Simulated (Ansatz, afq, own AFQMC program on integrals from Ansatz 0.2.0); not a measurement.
# H₂O+ (doublet): quantum Monte Carlo beside coupled cluster at distance O1–H2 = 1.091 Å, 6-31G

Aim: compute H₂O+ (doublet) with auxiliary-field quantum Monte Carlo on the same integrals as coupled cluster, and set the energies side by side.

Method: 6-31G, frozen cores; program: Ansatz 0.2.0, Gaussian basis, and an in-house AFQMC program (afq) on its integrals; all values are calculated.

Plan: Full CI; PBE (unrestricted); r2SCAN (unrestricted); PBE0 (unrestricted); B3LYP (unrestricted); wB97M-V (unrestricted); B2PLYP (unrestricted); CCSD(T) on UHF; Full CI; Full CI (quartet); CCSDT(Q) on UHF; CCSDTQ on UHF; Phaseless AFQMC, CISD trial on UHF; Phaseless AFQMC, single-determinant trial on UHF; Free-projection AFQMC, CISD trial on UHF; Phaseless AFQMC, CID trial on UHF.

2 further runs of the same task are left out: 2 that didn't finish.

**1. The geometry**

The geometry derives from a PBE0/def2-TZVP stationary point (not a proven minimum). One bond is set to the value named and the two fragments are kept rigid.

3 atoms, charge 1, spin multiplicity 2.

Atoms are counted from 1 here; the program's logs count them from 0.

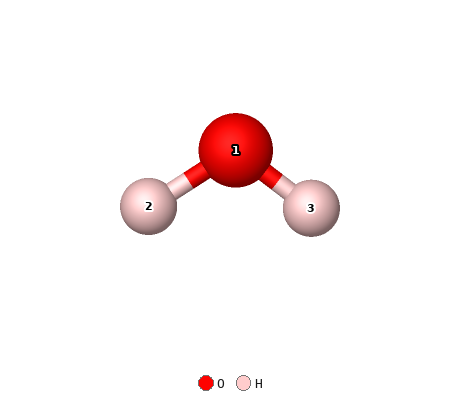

The geometry (oxygen red, hydrogen pink); atoms are numbered from 1 in the order of the file.

Geometry (Å):

```xyz
3

O     0.00000   -0.06741    0.00399
H     0.00000    0.56011   -0.88848
H     0.00000    0.50996    0.82513
```

**2. Full CI**

Input file in.yaml:

```yaml
crystal:
  periodic: [false, false, false]
  atoms:
    - {symbol: O, position_ang: [0.000000, -0.067413, 0.003991]}
    - {symbol: H, position_ang: [0.000000, 0.560110, -0.888476]}
    - {symbol: H, position_ang: [0.000000, 0.509958, 0.825131]}
basis:
  gaussian: {orbitals: 6-31G}
total_charge: 1
magnetization: {spin_polarized: false, initial_magnetization: 1}
correlation: {method: fci, electrons: outside_noble_gas}
```

On the command line:

```bash
$ ansatz run in.yaml --threads 1 --pin off --events-out ev --progress --plain --max-ram 15360MiB --backend cuda --devices 0, --max-vram 18GiB
```

The log of the run:

```text
Functional definition: HF
  name "HF"
  cite "Fock, Z. Phys. 61, 126 (1930) doi:10.1007/BF01340294"
  parent pbe
  exchange = exact_x
  correlation = 0
220 factors; integrals over basis functions are off by at most 2.9e-8 eV
mean field evaluation 1: about -2054.4332 eV, gradient 3.2e1 eV
mean field evaluation 2: about -2054.4369 eV, gradient 3.2e1 eV
mean field evaluation 4: about -2056.5603 eV, gradient 1.4e0 eV
mean field evaluation 8: about -2056.5667 eV, gradient 1.5e-3 eV
mean field -2056.56667074 eV, -75.5774311587 hartree, gradient 1.6e-6 eV, S^2 0.750000; 0 other end points of the search recorded, 0 dependent functions left out
mean field evaluation 16: about -2056.2189 eV, gradient 1.1e1 eV
1 core orbitals not correlated: weight in the atoms' cores, before any rotation towards them, 1.000 or more for the frozen orbitals, at most 0.000 for the correlated occupied ones
reference -2056.56667074 eV, -75.5774311587 hartree; 4, 3 occupied and 8, 9 virtual orbitals, 220 factors
state -2059.59910931 eV, -75.6888712207 hartree
Total energy: -2059.59910931 eV, -75.6888712207 hartree
```

It took 6.5 s on 1 × NVIDIA H100 80GB HBM3 with 1 thread of AMD EPYC 7R13 (Zen 3), shared host.

From the report: 54,150 determinants, symmetry A''.

**3. PBE (unrestricted)**

in.yaml, as its differences from that of step 2:

```diff
@@ -9,3 +9,4 @@
 total_charge: 1
-magnetization: {spin_polarized: false, initial_magnetization: 1}
-correlation: {method: fci, electrons: outside_noble_gas}
+magnetization: {spin_polarized: true, initial_magnetization: 1}
+hamiltonian: {xc: {name: PBE}}
+output: {orbitals: {seedname: orbitals}}
```

On the command line:

```bash
$ ansatz run in.yaml --threads 1 --pin off --events-out ev --progress --plain --max-ram 5120MiB --backend cpu
```

The log of the run:

```text
Functional definition: PBE
  name "PBE"
  cite "Perdew, Burke & Ernzerhof, Phys. Rev. Lett. 77, 3865 (1996) doi:10.1103/PhysRevLett.77.3865"
  parent pbe
  parameter kappa = 0.804
  parameter beta = 0.06672455060314922
  exchange = pbe_x(kappa = kappa, mu = beta*pi^2/3)
  correlation = pbe_c(beta = beta)
139 factors; integrals over basis functions are off by at most 2.7e-4 eV
mean field evaluation 1: about -2054.7888 eV, gradient 4.9e1 eV
mean field evaluation 2: about -2041.8404 eV, gradient 7.2e1 eV
mean field evaluation 4: about -2064.0086 eV, gradient 3.9e-1 eV
mean field evaluation 8: about -2063.9975 eV, gradient 1.4e-2 eV
mean field -2063.99751749 eV, -75.8505097401 hartree, gradient 3.6e-5 eV, S^2 0.751920; 0 other end points of the search recorded, 0 dependent functions left out
reference -2063.99752819 eV, -75.8505101331 hartree; 5, 4 occupied and 8, 9 virtual orbitals, 139 factors
Total energy: -2063.99752819 eV, -75.8505101331 hartree
```

Wall time 0.18 s (1 thread of AMD EPYC 7R13 (Zen 3), shared host).

From the report: ⟨S²⟩ of the determinant 0.752 (pure doublet: 0.75).

**4. r2SCAN (unrestricted)**

in.yaml, as its differences from that of step 3:

```diff
@@ -10,3 +10,2 @@
 magnetization: {spin_polarized: true, initial_magnetization: 1}
-hamiltonian: {xc: {name: PBE}}
-output: {orbitals: {seedname: orbitals}}
+hamiltonian: {xc: {name: r2SCAN}}
```

The command is unchanged.

The log of the run:

```text
Functional definition: r2SCAN
  name "r2SCAN"
  cite "Furness, Kaplan, Ning, Perdew & Sun, J. Phys. Chem. Lett. 11, 8208 (2020) doi:10.1021/acs.jpclett.0c02405"
  cite "Furness, Kaplan, Ning, Perdew & Sun, J. Phys. Chem. Lett. 11, 9248 (2020) doi:10.1021/acs.jpclett.0c03077"
  parent r2scan
  parameter k0 = 0.174
  parameter k1 = 0.065
  parameter a1 = 4.9479
  exchange = r2scan_x(k0 = k0, k1 = k1, a1 = a1)
  correlation = r2scan_c
139 factors; integrals over basis functions are off by at most 2.7e-4 eV
mean field evaluation 1: about -2057.6190 eV, gradient 4.4e1 eV
mean field evaluation 2: about -2051.9174 eV, gradient 5.8e1 eV
mean field evaluation 4: about -2065.2087 eV, gradient 2.5e-1 eV
mean field evaluation 8: about -2065.1989 eV, gradient 1.5e-2 eV
mean field -2065.19886660 eV, -75.8946585054 hartree, gradient 3.8e-5 eV, S^2 0.753079; 0 other end points of the search recorded, 0 dependent functions left out
reference -2065.19886983 eV, -75.8946586242 hartree; 5, 4 occupied and 8, 9 virtual orbitals, 139 factors
Total energy: -2065.19886983 eV, -75.8946586242 hartree
```

Run time: 0.39 s. Hardware: 1 thread of AMD EPYC 7R13 (Zen 3), shared host.

From the report: ⟨S²⟩ of the determinant 0.753 (pure doublet: 0.75).

**5. PBE0 (unrestricted)**

in.yaml, as its differences from that of step 4:

```diff
@@ -10,2 +10,3 @@
 magnetization: {spin_polarized: true, initial_magnetization: 1}
-hamiltonian: {xc: {name: r2SCAN}}
+hamiltonian: {xc: {name: PBE0}}
+output: {orbitals: {seedname: orbitals}}
```

Same command.

The log of the run:

```text
Functional definition: PBE0
  name "PBE0"
  cite "Adamo & Barone, J. Chem. Phys. 110, 6158 (1999) doi:10.1063/1.478522"
  cite "Perdew, Burke & Ernzerhof, Phys. Rev. Lett. 77, 3865 (1996) doi:10.1103/PhysRevLett.77.3865"
  parent pbe
  parameter a = 0.25
  parameter kappa = 0.804
  parameter beta = 0.06672455060314922
  exchange = (1 - a)*pbe_x(kappa = kappa, mu = beta*pi^2/3) + a*exact_x
  correlation = pbe_c(beta = beta)
139 factors; integrals over basis functions are off by at most 2.7e-4 eV
mean field evaluation 1: about -2057.5985 eV, gradient 4.1e1 eV
mean field evaluation 2: about -2055.7120 eV, gradient 4.7e1 eV
mean field evaluation 4: about -2064.0584 eV, gradient 1.5e-1 eV
mean field evaluation 8: about -2064.0489 eV, gradient 1.4e-3 eV
mean field -2064.04885086 eV, -75.8523962066 hartree, gradient 5.6e-5 eV, S^2 0.752513; 0 other end points of the search recorded, 0 dependent functions left out
reference -2064.04885927 eV, -75.8523965156 hartree; 5, 4 occupied and 8, 9 virtual orbitals, 139 factors
Total energy: -2064.04885927 eV, -75.8523965156 hartree
```

It took 0.18 s on 1 thread of AMD EPYC 7R13 (Zen 3), shared host.

From the report: ⟨S²⟩ of the determinant 0.753 (pure doublet: 0.75).

**6. B3LYP (unrestricted)**

in.yaml, as its differences from that of step 5:

```diff
@@ -10,3 +10,2 @@
 magnetization: {spin_polarized: true, initial_magnetization: 1}
-hamiltonian: {xc: {name: PBE0}}
-output: {orbitals: {seedname: orbitals}}
+hamiltonian: {xc: {name: B3LYP}}
```

Launched as before.

The log of the run, cut to the lines that bear on the results:

```text
Functional definition: B3LYP
  name "B3LYP"
  cite "Stephens, Devlin, Chabalowski & Frisch, J. Phys. Chem. 98, 11623 (1994) doi:10.1021/j100096a001"
  cite "Becke, Phys. Rev. A 38, 3098 (1988) doi:10.1103/PhysRevA.38.3098"
  cite "Lee, Yang & Parr, Phys. Rev. B 37, 785 (1988) doi:10.1103/PhysRevB.37.785"
  cite "Vosko, Wilk & Nusair, Can. J. Phys. 58, 1200 (1980) doi:10.1139/p80-159"
[...]
139 factors; integrals over basis functions are off by at most 2.7e-4 eV
[...]
mean field -2066.25034443 eV, -75.9332996030 hartree, gradient 5.3e-5 eV, S^2 0.752452; 0 other end points of the search recorded, 0 dependent functions left out
reference -2066.25043216 eV, -75.9333028269 hartree; 5, 4 occupied and 8, 9 virtual orbitals, 139 factors
Total energy: -2066.25043216 eV, -75.9333028269 hartree
```

Run time: 0.21 s. Hardware: 1 thread of AMD EPYC 7R13 (Zen 3), shared host.

From the report: ⟨S²⟩ of the determinant 0.752 (pure doublet: 0.75).

**7. wB97M-V (unrestricted)**

in.yaml, as its differences from that of step 6:

```diff
@@ -10,2 +10,3 @@
 magnetization: {spin_polarized: true, initial_magnetization: 1}
-hamiltonian: {xc: {name: B3LYP}}
+hamiltonian: {xc: {name: wB97M-V}}
+output: {orbitals: {seedname: orbitals}}
```

Launched as before.

The log of the run, cut to the lines that bear on the results:

```text
Functional definition: wB97M-V
  name "wB97M-V"
  cite "Mardirossian & Head-Gordon, J. Chem. Phys. 144, 214110 (2016) doi:10.1063/1.4952647"
  cite "Becke, J. Chem. Phys. 107, 8554 (1997) doi:10.1063/1.475007"
  cite "Vydrov & Van Voorhis, J. Chem. Phys. 133, 244103 (2010) doi:10.1063/1.3521275"
  # Of w^i u^j: cxij and so on, Table III.
[...]
  gx(w, u) = 1 - cx + cx01*u + cx10*w
  gss(w, u) = css00 + css04*u^4 + css10*w + css20*w^2 + css43*w^4*u^3
  gos(w, u) = cos00 + cos10*w + (cos20 + cos21*u)*w^2 + (cos60 + cos61*u)*w^6
[...]
      + integral(e_c_pw_mod_opposite_spin*gos(b97_w_opposite, b97_u_opposite)) + vv10(b, c)
139 factors; integrals over basis functions are off by at most 2.7e-4 eV
65 factors; integrals over basis functions are off by at most 7.1e-6 eV
[...]
mean field -2065.42297925 eV, -75.9028944936 hartree, gradient 6.5e-5 eV, S^2 0.752816; 0 other end points of the search recorded, 0 dependent functions left out
reference -2065.42299224 eV, -75.9028949707 hartree; 5, 4 occupied and 8, 9 virtual orbitals, 139 factors
Total energy: -2065.42299224 eV, -75.9028949707 hartree
```

Run time: 0.54 s. Hardware: 1 thread of AMD EPYC 7R13 (Zen 3), shared host.

From the report: ⟨S²⟩ of the determinant 0.753 (pure doublet: 0.75).

**8. B2PLYP (unrestricted)**

in.yaml, as its differences from that of step 7:

```diff
@@ -10,3 +10,3 @@
 magnetization: {spin_polarized: true, initial_magnetization: 1}
-hamiltonian: {xc: {name: wB97M-V}}
-output: {orbitals: {seedname: orbitals}}
+hamiltonian: {xc: {name: B2PLYP}}
+correlation: {electrons: outside_noble_gas}
```

The command is unchanged.

The log of the run, cut to the lines that bear on the results:

```text
Functional definition: B2PLYP
  name "B2PLYP"
  cite "Grimme, J. Chem. Phys. 124, 034108 (2006) doi:10.1063/1.2148954"
  cite "Becke, Phys. Rev. A 38, 3098 (1988) doi:10.1103/PhysRevA.38.3098"
  cite "Lee, Yang & Parr, Phys. Rev. B 37, 785 (1988) doi:10.1103/PhysRevB.37.785"
[...]
139 factors; integrals over basis functions are off by at most 2.7e-4 eV
[...]
mean field -2063.06470733 eV, -75.8162295989 hartree, gradient 4.5e-6 eV, S^2 0.753983; 0 other end points of the search recorded, 0 dependent functions left out
1 core orbitals not correlated: weight in the atoms' cores, before any rotation towards them, 1.000 or more for the frozen orbitals, at most 0.000 for the correlated occupied ones
reference -2063.06476483 eV, -75.8162317121 hartree; 4, 3 occupied and 8, 9 virtual orbitals, 139 factors
second order -3.19577219 eV of doubles, -0.00000000 eV of singles
Total energy: -2063.92762332 eV, -75.8479411767 hartree
```

It took 0.21 s on 1 thread of AMD EPYC 7R13 (Zen 3), shared host.

From the report: ⟨S²⟩ of the determinant 0.754 (pure doublet: 0.75).

**9. CCSD(T) on UHF**

in.yaml, as its differences from that of step 8:

```diff
@@ -10,3 +10,2 @@
 magnetization: {spin_polarized: true, initial_magnetization: 1}
-hamiltonian: {xc: {name: B2PLYP}}
-correlation: {electrons: outside_noble_gas}
+correlation: {method: ccsd_t, electrons: outside_noble_gas, hamiltonian_folder: ham}
```

On the command line:

```bash
$ ansatz run in.yaml --threads 1 --pin off --events-out ev --progress --plain --max-ram 15360MiB --backend cuda --devices 0, --max-vram 18GiB
```

The log of the run, cut to the lines that bear on the results:

```text
Functional definition: HF
  name "HF"
  cite "Fock, Z. Phys. 61, 126 (1930) doi:10.1007/BF01340294"
  parent pbe
[...]
139 factors; integrals over basis functions are off by at most 2.7e-4 eV
[...]
mean field -2056.63005856 eV, -75.5797606182 hartree, gradient 1.8e-6 eV, S^2 0.758210; 1 other end points of the search recorded, 0 dependent functions left out
determinant -2056.63005856 eV, -75.5797606182 hartree, with singles and doubles -2059.56622622 eV, -75.6876627895 hartree
determinant -2054.91243882 eV, -75.5166392571 hartree, with singles and doubles -2057.76947108 eV, -75.6216332560 hartree
1 core orbitals not correlated: weight in the atoms' cores, before any rotation towards them, 1.000 or more for the frozen orbitals, at most 0.000 for the correlated occupied ones
reference -2056.63005856 eV, -75.5797606182 hartree; 4, 3 occupied and 8, 9 virtual orbitals, 139 factors
second order -2.59715551 eV of doubles, -0.00000000 eV of singles
cycle   1  -2.93630988 eV  change   -1.4e-4 eV  update   3.0e-4
[...]
cycle   6  -2.93647044 eV  change   -5.3e-6 eV  update   1.4e-6
perturbative correction -0.02263551 eV, -0.0008318395 hartree
Total energy: -2059.58916451 eV, -75.6885057560 hartree
```

It took 3.9 s on 1 × NVIDIA H100 80GB HBM3 with 1 thread of AMD EPYC 7R13 (Zen 3), shared host.

From the report: ⟨S²⟩ of the determinant 0.758 (pure doublet: 0.75); correlation -2.9591 eV; T1 0.010; largest double amplitude 0.05.

This run also writes the integrals to the folder ham.

**10. Full CI**

Input file in.yaml:

```yaml
hamiltonian:
  integrals:
    folder: ../ham
correlation: {method: fci}
```

Launched as before.

The log of the run:

```text
Functional definition: HF
  name "HF"
  cite "Fock, Z. Phys. 61, 126 (1930) doi:10.1007/BF01340294"
  parent pbe
  exchange = exact_x
  correlation = 0
reference -2056.63005856 eV, -75.5797606182 hartree; 4, 3 occupied and 8, 9 virtual orbitals, 139 factors
state -2059.59947600 eV, -75.6888846964 hartree
Total energy: -2059.59947600 eV, -75.6888846964 hartree
```

Wall time 6.5 s (1 × NVIDIA H100 80GB HBM3 with 1 thread of AMD EPYC 7R13 (Zen 3), shared host).

From the report: 54,150 determinants.

**11. Full CI (quartet)**

Input file in.yaml:

```yaml
crystal:
  periodic: [false, false, false]
  atoms:
    - {symbol: O, position_ang: [0.000000, -0.067413, 0.003991]}
    - {symbol: H, position_ang: [0.000000, 0.560110, -0.888476]}
    - {symbol: H, position_ang: [0.000000, 0.509958, 0.825131]}
basis:
  gaussian: {orbitals: 6-31G}
total_charge: 1
magnetization: {spin_polarized: false, initial_magnetization: 3}
correlation: {method: fci, electrons: outside_noble_gas}
```

Launched as before.

The log of the run:

```text
Functional definition: HF
  name "HF"
  cite "Fock, Z. Phys. 61, 126 (1930) doi:10.1007/BF01340294"
  parent pbe
  exchange = exact_x
  correlation = 0
220 factors; integrals over basis functions are off by at most 2.9e-8 eV
mean field evaluation 1: about -2046.1641 eV, gradient 8.2e0 eV
mean field evaluation 2: about -2046.1877 eV, gradient 8.2e0 eV
mean field evaluation 4: about -2046.5240 eV, gradient 9.8e-1 eV
mean field evaluation 8: about -2046.5652 eV, gradient 1.1e-2 eV
mean field -2046.56520320 eV, -75.2098840059 hartree, gradient 2.2e-6 eV, S^2 3.750000; 0 other end points of the search recorded, 0 dependent functions left out
mean field evaluation 16: about -2046.2259 eV, gradient 7.2e0 eV
1 core orbitals not correlated: weight in the atoms' cores, before any rotation towards them, 1.000 or more for the frozen orbitals, at most 0.000 for the correlated occupied ones
reference -2046.56520320 eV, -75.2098840059 hartree; 5, 2 occupied and 7, 10 virtual orbitals, 220 factors
state -2048.73450481 eV, -75.2896043696 hartree
Total energy: -2048.73450481 eV, -75.2896043696 hartree
```

Run time: 6.5 s. Hardware: 1 × NVIDIA H100 80GB HBM3 with 1 thread of AMD EPYC 7R13 (Zen 3), shared host.

From the report: 26,760 determinants, symmetry A''.

**12. CCSDT(Q) on UHF**

in.yaml, as its differences from that of step 11:

```diff
@@ -9,3 +9,3 @@
 total_charge: 1
-magnetization: {spin_polarized: false, initial_magnetization: 3}
-correlation: {method: fci, electrons: outside_noble_gas}
+magnetization: {spin_polarized: true, initial_magnetization: 1}
+correlation: {method: ccsdt_q, electrons: outside_noble_gas}
```

Launched as before.

The log of the run, cut to the lines that bear on the results:

```text
Functional definition: HF
  name "HF"
  cite "Fock, Z. Phys. 61, 126 (1930) doi:10.1007/BF01340294"
  parent pbe
[...]
220 factors; integrals over basis functions are off by at most 2.9e-8 eV
[...]
mean field -2056.63004154 eV, -75.5797599928 hartree, gradient 1.8e-6 eV, S^2 0.758210; 1 other end points of the search recorded, 0 dependent functions left out
determinant -2056.63004154 eV, -75.5797599928 hartree, with singles and doubles -2059.56624574 eV, -75.6876635069 hartree
determinant -2054.91243294 eV, -75.5166390410 hartree, with singles and doubles -2057.76950738 eV, -75.6216345898 hartree
1 core orbitals not correlated: weight in the atoms' cores, before any rotation towards them, 1.000 or more for the frozen orbitals, at most 0.000 for the correlated occupied ones
reference -2056.63004154 eV, -75.5797599928 hartree; 4, 3 occupied and 8, 9 virtual orbitals, 220 factors
second order -2.59722160 eV of doubles, -0.00000000 eV of singles
cycle   1  -2.79369374 eV  change   -2.0e-1 eV  update   3.8e-2
[...]
cycle  14  -2.96311755 eV  change   -2.2e-7 eV  update   3.3e-7
perturbative correction -0.00593729 eV, -0.0002181915 hartree
Total energy: -2059.59909639 eV, -75.6888707458 hartree
```

Run time: 5.5 s. Hardware: 1 × NVIDIA H100 80GB HBM3 with 1 thread of AMD EPYC 7R13 (Zen 3), shared host.

From the report: ⟨S²⟩ of the determinant 0.758 (pure doublet: 0.75); correlation -2.9691 eV; T1 0.009; largest double amplitude 0.05.

**13. CCSDTQ on UHF**

in.yaml, as its differences from that of step 12:

```diff
@@ -10,2 +10,2 @@
 magnetization: {spin_polarized: true, initial_magnetization: 1}
-correlation: {method: ccsdt_q, electrons: outside_noble_gas}
+correlation: {method: ccsdtq, electrons: outside_noble_gas}
```

Same command.

The log of the run, cut to the lines that bear on the results:

```text
Functional definition: HF
  name "HF"
  cite "Fock, Z. Phys. 61, 126 (1930) doi:10.1007/BF01340294"
  parent pbe
[...]
220 factors; integrals over basis functions are off by at most 2.9e-8 eV
[...]
mean field -2056.63004154 eV, -75.5797599928 hartree, gradient 1.8e-6 eV, S^2 0.758210; 1 other end points of the search recorded, 0 dependent functions left out
determinant -2056.63004154 eV, -75.5797599928 hartree, with singles and doubles -2059.56624574 eV, -75.6876635069 hartree
determinant -2054.91243294 eV, -75.5166390410 hartree, with singles and doubles -2057.76950738 eV, -75.6216345898 hartree
1 core orbitals not correlated: weight in the atoms' cores, before any rotation towards them, 1.000 or more for the frozen orbitals, at most 0.000 for the correlated occupied ones
reference -2056.63004154 eV, -75.5797599928 hartree; 4, 3 occupied and 8, 9 virtual orbitals, 220 factors
second order -2.59722160 eV of doubles, -0.00000000 eV of singles
cycle   1  -2.79369356 eV  change   -2.0e-1 eV  update   3.8e-2
[...]
cycle  14  -2.96931608 eV  change   -5.9e-7 eV  update   5.7e-7
Total energy: -2059.59935763 eV, -75.6888803461 hartree
```

Wall time 9 s (1 × NVIDIA H100 80GB HBM3 with 1 thread of AMD EPYC 7R13 (Zen 3), shared host).

From the report: ⟨S²⟩ of the determinant 0.758 (pure doublet: 0.75); correlation -2.9693 eV; T1 0.009; largest double amplitude 0.05.

(Part 1 of 2 ends here.)
